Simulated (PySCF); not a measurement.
SMILES CC(=O)[SiH2]SC (C₃H₈OSSi), singlet at its GFN2-xTB optimised geometry (Å):

```
14

C      2.8526    -0.9376    -0.3783
S      1.0530    -1.1598    -0.4971
Si     0.4184     0.8237     0.0000
C     -1.5011     0.8237     0.0000
C     -2.2287    -0.4861     0.0239
O     -2.0639     1.8934     0.0000
H      3.3056    -1.8934    -0.6175
H      3.1734    -0.1845    -1.0903
H      3.1159    -0.6422     0.6318
H      0.9161     1.1541     1.3346
H      0.9279     1.7667    -0.9901
H     -1.9649    -1.0152     0.9380
H     -3.3056    -0.3403    -0.0231
H     -1.8906    -1.0979    -0.8105
```

Computed with PBE0/def2-TZVP in PySCF 2.14.0.

Map of the electron localisation function on the plane z = 0.8 Å:

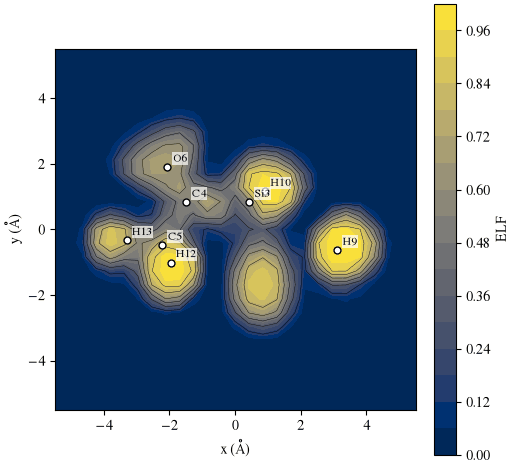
Fig. 1. Electron localisation function on the plane z = 0.8 Å.
